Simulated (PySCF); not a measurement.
## Electronic structure of O$_{2}$Ti (TiO2) in real space

```yaml
atoms:
  - { symbol: Ti, position_ang: [0.0076, -0.0130, -0.6410] }
  - { symbol: O, position_ang: [1.3419, 0.0010, 0.3075] }
  - { symbol: O, position_ang: [-1.3274, 0.0018, 0.3065] }
```

Geometry: PBE-D3(BJ)/def2-SVP.

Computed with DFT single point, gas phase, functional B3LYP (PySCF 2.14.0, density-fitted response routines).

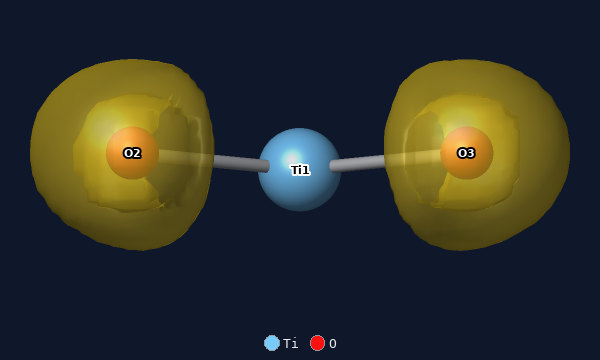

Figure 1. Isosurface of the ELF at 0.8 (yellow), seen from one side. Core shells and regions of very low density are left out.

**Describe the localisation domains.**

At this value the surface marks out two regions wrapped around O (the valence shell of each). Along the contacts the grid gives the following. Ti–O (1.64 Å): the ELF peaks at about 0.80 in the valence shell of O, 0.5 Å from its nucleus, and drops to about 0.35 between the two atoms.

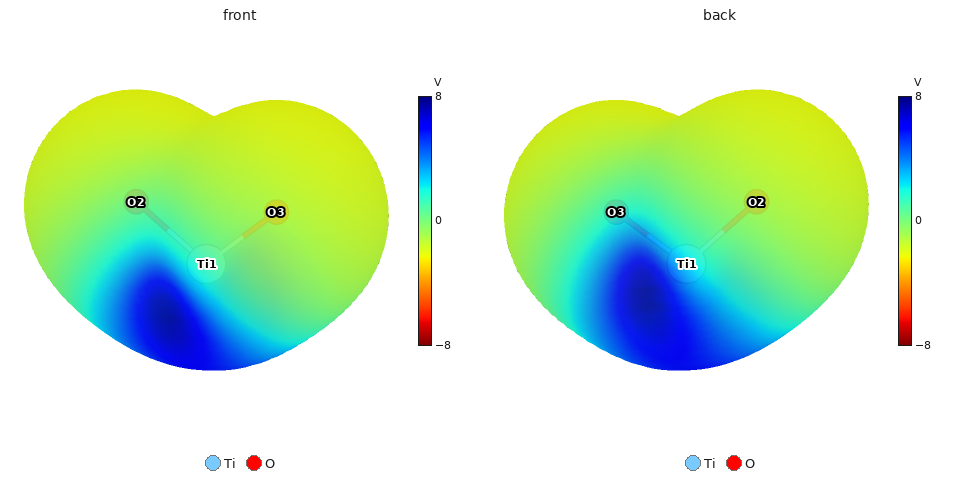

Figure 2. The electrostatic potential painted on the density surface at 0.001 e/bohr³, seen from the front and from behind; red is negative and blue positive.

**Which sites attract a positive test charge, and which a negative one?**

A positive charge is drawn to the negative regions and a negative charge to the positive ones. The most negative region (about −2.1 V) lies over O2 and O3, the most positive (about +7.3 V) over Ti1.

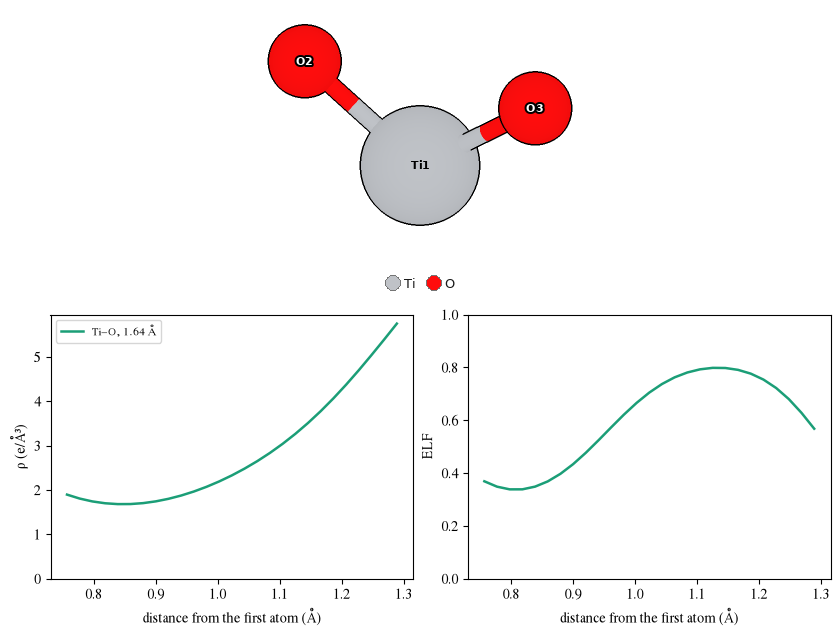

Figure 3. Electron density and electron localisation function along straight lines between neighbouring atoms. The curves leave out the atomic cores. The structure is drawn too.

**What can be read from the curves?**

Ti–O (1.64 Å): ρ is about 1.7 e/Å³ halfway; the ELF peaks at about 0.80 in the valence shell of O, 0.5 Å from its nucleus, and drops to about 0.35 between the two atoms.
